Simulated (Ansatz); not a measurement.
Take La2O3 (space group P-3m1, No. 164; a = 3.940 Å, c = 6.188 Å) as the base. Axes: x lies along a and z along c of the hexagonal cell.

Now apply this change: biaxial strain −2.31 %, plane normal [001], relaxed out of plane (Cartesian); in-plane vectors clamped, the third vector and the atoms free.

Calculations: Kohn–Sham DFT with the PBE functional, run in Ansatz (an electronic-structure program) with PAW and 420 eV plane waves, spin-orbit coupling left out, earlier PAW set.

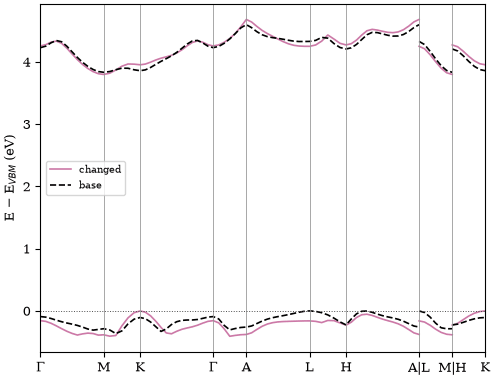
Highest valence and lowest conduction band along the path, each from its own valence-band maximum

The gap is 3.80 eV, indirect, K → M; the base has 3.83 eV.

Stability against distortions was not tested.
